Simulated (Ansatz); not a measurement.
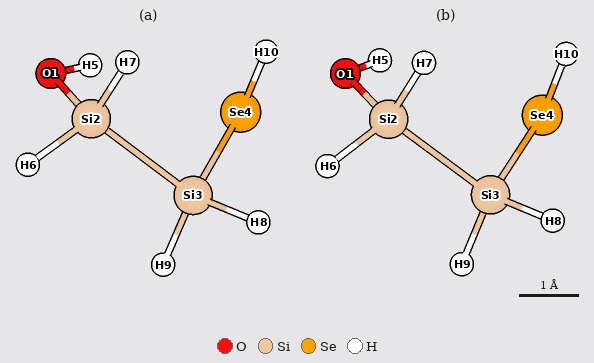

The structure of Si$_{2}$H$_{6}$SeO before (left) and after (right) a relaxation, at one scale.

The picture is a ball-and-stick view, seen at a tilt.

The start comes from PBE-D4/def2-SVP.

All numbers below come from RKS PBE0-D4/def2-TZVP in Ansatz. Set-up: force threshold 0.005 eV/Å; at most 150 steps.

> Describe what moved and what it gained.

H5 moves most after the best rigid fit: 0.15 Å. By element the largest moves are H 0.15 Å, Se 0.09 Å, O 0.06 Å, Si 0.03 Å. Near-neighbour distances that change, for instance: O1–Si2 1.683 → 1.649 Å, Si3–Se4 2.332 → 2.303 Å, O1–H5 0.982 → 0.963 Å, Si2–H7 1.511 → 1.492 Å. Among the angles between lasting bonds that change: Si2–O1–H5 110.9° → 114.6°, O1–Si2–Si3 103.9° → 106.7°, Si2–Si3–H8 118.1° → 115.7°. Over 7 geometry steps the energy falls by 1.22 kcal/mol. Largest force component: 0.87 eV/Å at the start, 0.0015 eV/Å at the end.
